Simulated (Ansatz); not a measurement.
One crystal and one scan (scan of one atom of the cell) at two levels, PBE (plane waves to 420 eV, PAW, scalar-relativistic; Ansatz, a program for electronic structure) and r2SCAN (plane waves to 500 eV, PAW, scalar-relativistic; Ansatz), each from its own relaxed cell and on its own mesh. The cell shown is that of PBE.

Relaxed TiAl (CuAu type, space group P4/mmm):

```yaml
crystal:
  lattice:
    - [5.64852, 0.00000, 0.00000]
    - [0.00000, 2.82426, 0.00000]
    - [0.00000, 0.00000, 4.07079]
  atoms:
    - { symbol: Al, position: [0.25000, 0.50000, 0.50000] }
    - { symbol: Al, position: [0.75000, 0.50000, 0.50000] }
    - { symbol: Ti, position: [0.00000, 0.00000, 0.00000] }
    - { symbol: Ti, position: [0.50000, 0.00000, 0.00000] }
```

In this cell atom 2 (Al, nearest neighbour Al at 2.824 Å; its periodic images, 2.8 Å or more away, move with it) is moved by s along Cartesian z, unit vector (0.000, 0.000, 1.000); all other atoms and the cell stay fixed.

E stands for the smeared free energy. TiAl is run without spin polarisation. TiAl was relaxed with its symmetry unable to fall. With partly filled bands, energies and forces of such displacements shift with the k mesh and the smearing. Percentages come from the unrounded values. Both scans cover s from -0.560 to 0.560 Å.

```json
[
 {"quantity": "Lattice constant a (Å)", "PBE": "2.824", "r2SCAN": "2.813", "PBE − r2SCAN": "+0.011 (+0.4 %)"},
 {"quantity": "Lattice constant c (Å)", "PBE": "4.071", "r2SCAN": "4.058", "PBE − r2SCAN": "+0.013 (+0.3 %)"},
 {"quantity": "Relaxed volume (Å³/atom)", "PBE": "16.24", "r2SCAN": "16.06", "PBE − r2SCAN": "+0.18 (+1.1 %)"},
 {"quantity": "Energy at s = 0.560 Å (meV/cell)", "PBE": "1126", "r2SCAN": "1225", "PBE − r2SCAN": "-99 (-8.1 %)"},
 {"quantity": "Force along the line at s = -0.560 Å (eV/Å)", "PBE": "4.090", "r2SCAN": "4.418", "PBE − r2SCAN": "-0.328 (-7.4 %)"},
 {"quantity": "Force constant k = d²E/ds² at s = 0 (finite differences) (eV/Å²)", "PBE": "6.98", "r2SCAN": "7.63", "PBE − r2SCAN": "-0.65 (-8.5 %)"}
]
```

PBE gives the higher value for: lattice constant a; lattice constant c; relaxed volume. PBE gives the lower value for: energy at s = 0.560 Å; force along the line at s = -0.560 Å; force constant k = d²E/ds² at s = 0. Both give the same symmetry of the curve: even: the same for both signs. Neither level is exact: the differences show how much the result hangs on the functional.

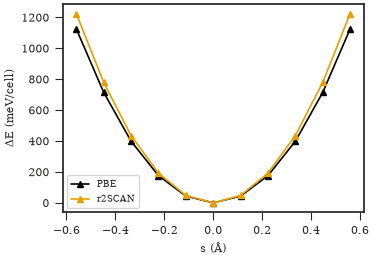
Fig. 1. ΔE, each from the undisplaced structure of its own level.

(A displaced cell: forces are minus the slopes of the energy, force constants its curvatures, and phonons follow from these.)
